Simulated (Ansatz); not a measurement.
**One shape, several levels: doublet SiH3Br+**

Wanted: a comparison of 6 runs (UHF/STO-3G, UBHLYP/STO-3G, UBLYP/STO-3G, UCAM-B3LYP/STO-3G, UHSE06/STO-3G, UBCCD(T)/STO-3G) of doublet SiH3Br+. 

The calculation is run with Ansatz 0.2.0.

56 further runs of the same task are left out: 6 that didn't finish, 50 set aside as unsound or not needed.

### Step 1. The molecule

SiH3Br+ has 5 atoms, charge +1, and is taken as a doublet. As SMILES of the parent species, `[SiH3]Br`. Geometry: relaxed at PBE0-D4/def2-TZVP. That shape belongs to the parent species and isn't relaxed for this state.

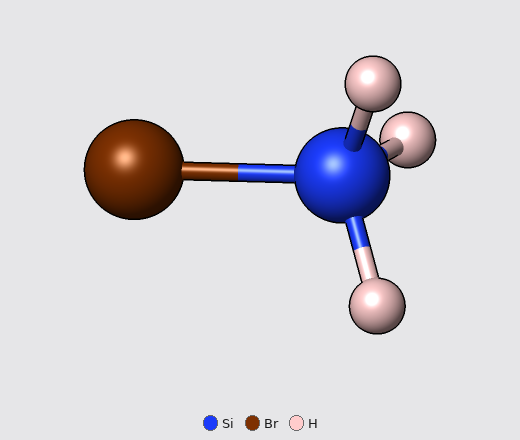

The structure, seen from a chosen angle (silicon blue, bromine brown, hydrogen pink).

### Step 2. The energy at UHF/STO-3G (run 1)

molecule.yaml reads:

```yaml
basis:
  gaussian: {orbitals: STO-3G}
crystal:
  periodic: [false, false, false]
  atoms:
    - {symbol: Si, position_ang: [-0.147420, 0.056100, -0.043220]}
    - {symbol: Br, position_ang: [1.853020, -0.705130, 0.543250]}
    - {symbol: H, position_ang: [-1.064550, -0.105170, 1.107850]}
    - {symbol: H, position_ang: [-0.625550, -0.731350, -1.202270]}
    - {symbol: H, position_ang: [-0.015510, 1.485560, -0.405610]}
total_charge: 1
magnetization: {spin_polarized: true, initial_magnetization: 1}
hamiltonian: {xc: hf}
accuracy: high
```

The run is started by

```console
$ ansatz run molecule.yaml --threads 1 --pin off --max-ram 3480MiB --events-out events.jsonl --progress --plain --runs-dir runs
```

Standard output:

```text
Warning: RAYON_NUM_THREADS=1 ignored (pool sized by the plan → 1); use --threads N
Functional definition: HF
  name "HF"
  exchange = exact_x
  correlation = 0
441 factors; integrals over basis functions are off by at most 9.1e-9 eV
mean field evaluation 1: about -77052.4289 eV, gradient 1.2e1 eV
mean field evaluation 2: about -77052.4454 eV, gradient 1.2e1 eV
mean field evaluation 4: about -77055.9368 eV, gradient 3.5e0 eV
mean field evaluation 8: about -77056.4873 eV, gradient 8.3e-2 eV
mean field evaluation 16: about -77056.4861 eV, gradient 5.6e-2 eV
mean field evaluation 32: about -77056.4861 eV, gradient 6.9e-5 eV
mean field evaluation 64: about -77056.4861 eV, gradient 1.3e-4 eV
mean field evaluation 96: about -77049.7028 eV, gradient 1.3e1 eV
mean field evaluation 128: about -77056.4861 eV, gradient 1.0e-2 eV
mean field evaluation 160: about -77056.4861 eV, gradient 3.9e-3 eV
mean field evaluation 192: about -77056.4735 eV, gradient 1.2e-2 eV
mean field -77056.48614548 eV, -2831.7736350840 hartree, gradient 3.2e-8 eV, S^2 0.752275; 8 other end points of the search recorded, 0 dependent functions left out
reference -77056.48614548 eV, -2831.7736350840 hartree; 26, 25 occupied and 4, 5 virtual orbitals, 441 factors
Total energy: -77056.48614548 eV, -2831.7736350840 hartree
```

It took 1.6 s on 1 thread of Arm Neoverse V1, shared host; peak memory 0.1 GiB.

### Step 3. The energy at UBHLYP/STO-3G (run 2)

in.yaml reads:

```yaml
crystal:
  periodic: [false, false, false]
  atoms:
    - symbol: Si
      position_ang: [-0.147420, 0.056100, -0.043220]
    - symbol: Br
      position_ang: [1.853020, -0.705130, 0.543250]
    - symbol: H
      position_ang: [-1.064550, -0.105170, 1.107850]
    - symbol: H
      position_ang: [-0.625550, -0.731350, -1.202270]
    - symbol: H
      position_ang: [-0.015510, 1.485560, -0.405610]
basis:
  gaussian:
    orbitals: STO-3G
total_charge: 1
magnetization:
  spin_polarized: true
  initial_magnetization: 1
hamiltonian:
  xc: {name: BHLYP}
accuracy: high
```

The run is started by

```console
$ ansatz run in.yaml --threads 1 --pin off --max-ram 3480MiB --events-out events.jsonl --progress --plain --runs-dir runs
```

Standard output:

```text
Warning: RAYON_NUM_THREADS=1 ignored (pool sized by the plan → 1); use --threads N
Functional definition: BHLYP
  name "BHLYP"
  parameter a = 0.5
  exchange = (1 - a)*b88_x + a*exact_x
  correlation = lyp_c
441 factors; integrals over basis functions are off by at most 9.1e-9 eV
mean field evaluation 1: about -77108.4026 eV, gradient 1.2e1 eV
mean field evaluation 2: about -77109.7665 eV, gradient 1.1e1 eV
mean field evaluation 4: about -77110.9378 eV, gradient 5.1e-1 eV
mean field evaluation 8: about -77110.9327 eV, gradient 3.7e-2 eV
mean field evaluation 16: about -77110.9327 eV, gradient 1.9e-5 eV
mean field evaluation 32: about -77110.9327 eV, gradient 1.9e-4 eV
mean field -77110.93272442 eV, -2833.7745099551 hartree, gradient 1.6e-10 eV, S^2 0.751564; 3 other end points of the search recorded, 0 dependent functions left out
reference -77110.93274270 eV, -2833.7745106268 hartree; 26, 25 occupied and 4, 5 virtual orbitals, 441 factors
Total energy: -77110.93274270 eV, -2833.7745106268 hartree
```

It took 40 s on 1 thread of Arm Neoverse V1, shared host; peak memory 0.18 GiB.

Runs 3 to 4 aren't shown in full; the table further down has their settings and results.

### Step 4. The energy at UHSE06/STO-3G (run 5)

Edit in.yaml of step 3 so:

```diff
@@ -1 +1,4 @@
+basis:
+  gaussian:
+    orbitals: STO-3G
 crystal:
@@ -13,5 +16,2 @@
       position_ang: [-0.015510, 1.485560, -0.405610]
-basis:
-  gaussian:
-    orbitals: STO-3G
 total_charge: 1
@@ -21,3 +21,3 @@
 hamiltonian:
-  xc: {name: BHLYP}
+  xc: hse06
 accuracy: high
```

The run is started by

```console
$ ansatz run in.yaml --threads 1 --pin off --max-ram 3480MiB --events-out events.jsonl --progress --plain --runs-dir runs
```

Standard output, cut to the lines that bear on the results:

```text
Warning: RAYON_NUM_THREADS=1 ignored (pool sized by the plan → 1); use --threads N
Functional definition: HSE06
  name "HSE06"
[...]
441 factors; integrals over basis functions are off by at most 9.1e-9 eV
57 factors; integrals over basis functions are off by at most 1.6e-9 eV
[...]
mean field -77098.33136410 eV, -2833.3114185049 hartree, gradient 9.3e-9 eV, S^2 0.751408; 5 other end points of the search recorded, 0 dependent functions left out
reference -77098.33136586 eV, -2833.3114185695 hartree; 26, 25 occupied and 4, 5 virtual orbitals, 441 factors
Total energy: -77098.33136586 eV, -2833.3114185695 hartree
```

Wall time 29 s (1 thread of Arm Neoverse V1, shared host); peak memory 0.18 GiB.

### Step 5. A single-point energy at UBCCD(T)/STO-3G (run 6)

run.yaml reads:

```yaml
crystal:
  periodic: [false, false, false]
  atoms:
    - {symbol: Si, position_ang: [-0.147420, 0.056100, -0.043220]}
    - {symbol: Br, position_ang: [1.853020, -0.705130, 0.543250]}
    - {symbol: H, position_ang: [-1.064550, -0.105170, 1.107850]}
    - {symbol: H, position_ang: [-0.625550, -0.731350, -1.202270]}
    - {symbol: H, position_ang: [-0.015510, 1.485560, -0.405610]}
basis:
  gaussian: {orbitals: STO-3G}
total_charge: 1
magnetization: {spin_polarized: true, initial_magnetization: 1}
correlation: {method: bccd_t, frozen_orbitals: {Br: 9, H: 0, Si: 5}}
accuracy: high
scf: {omitted_lower_state_checks: [cluster_reference, increment]}
```

The run is started by

```console
$ ansatz run run.yaml --threads 1 --pin off --max-ram 3480MiB --events-out events.jsonl --progress --plain --runs-dir runs
```

Standard output, cut to the lines that bear on the results:

```text
Warning: RAYON_NUM_THREADS=1 ignored (pool sized by the plan → 1); use --threads N
[... 2 set-up lines as earlier in the session ...]
[...]
441 factors; integrals over basis functions are off by at most 9.1e-9 eV
[...]
mean field -77056.48614548 eV, -2831.7736350840 hartree, gradient 4.8e-8 eV, S^2 0.752275; 10 other end points of the search recorded, 0 dependent functions left out
14 core orbitals not correlated: weight in the atoms' cores, before any rotation towards them, 1.000 or more for the frozen orbitals, at most 0.000 for the correlated occupied ones
reference -77056.48614548 eV, -2831.7736350840 hartree; 12, 11 occupied and 4, 5 virtual orbitals, 441 factors
second order -1.20736750 eV of doubles, -0.00000000 eV of singles
cycle   1  -1.58362113 eV  change   -3.8e-1 eV  update   5.4e-2
[...]
cycle  20  -1.80757225 eV  change  -2.1e-10 eV  update   1.8e-9
perturbative correction -0.01678103 eV, -0.0006166916 hartree
Total energy: -77058.31049876 eV, -2831.8406788305 hartree
Checks for a lower state left out: cluster_reference, increment
```

Run time: 2.7 s. Hardware: 1 thread of Arm Neoverse V1, shared host; peak memory 0.12 GiB.

### Step 6. Overview of the runs

| run | level | frozen core orbitals | energy (Eh) | ⟨S²⟩ | wall time |
| --- | --- | --- | --- | --- | --- |
| 1 | UHF/STO-3G | – | -2831.773635 | 0.752 | 1.6 s |
| 2 | UBHLYP/STO-3G | – | -2833.774511 | 0.752 | 40 s |
| 3 | UBLYP/STO-3G | – | -2833.498608 | 0.751 | 10 s |
| 4 | UCAM-B3LYP/STO-3G | – | -2833.703311 | 0.751 | 16 s |
| 5 | UHSE06/STO-3G | – | -2833.311419 | 0.751 | 29 s |
| 6 | UBCCD(T)/STO-3G | 14 | -2831.840679 | 0.752 | 2.7 s |

### Step 7. Outcome

```
                                           quantity           value
                                run 6: total energy  -2831.84068 Eh
run 6: correlation energy (14 core orbitals frozen)       -67.0 mEh
                              run 6: (T) correction       -0.62 mEh
           run 6: ⟨S²⟩ of the reference determinant           0.752
```

**Reading.** Totals of different functionals can't be ranked against each other. In runs 1, 2, 3, 4, 5, 6 the basis is minimal, so the values are rough. All runs together took 100 s, the longest 40 s.
